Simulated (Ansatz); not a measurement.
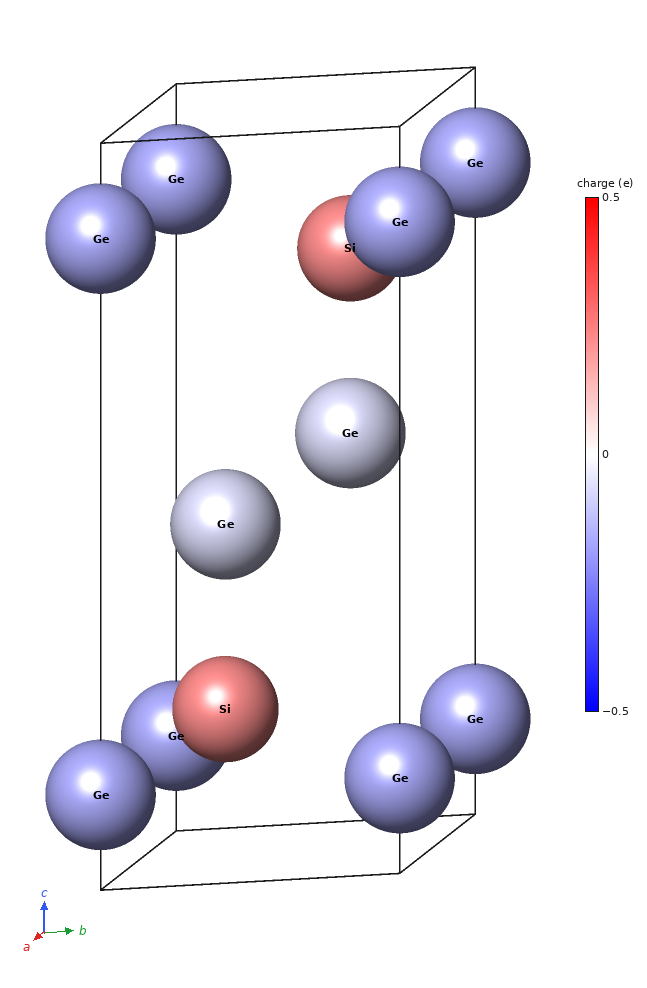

We look at a spheres-only model of the crystal slightly off an axis. Thin lines show the simulation cell, with boundary atoms drawn in all their periodic places. The atoms of this SiGe2 cell are coloured by their Bader charge.

Computational set-up: DFT PBE, scalar-relativistic, plane waves, PAW in Ansatz 0.2.0, a 420 eV plane-wave basis, k-points on a 12×12×4 grid, Gaussian smearing of 0.02 eV, no spin polarisation.

Q: Which atoms are positive and which negative?

A: Most positive: Si; most negative: Ge. Charges: about Si +0.2 e; Ge -0.2 to -0.1 e. Little charge moves, as in a metallic or covalent solid.

Origin of the cell: a structure type filled with these elements by a generator (whether the compound takes this form wasn't checked). Earlier steps of the study, as a rule a relaxation of our own, may have changed the cell and positions, so they can lie some per cent off the listed ones. An electronic-structure calculation with Ansatz was run on it.
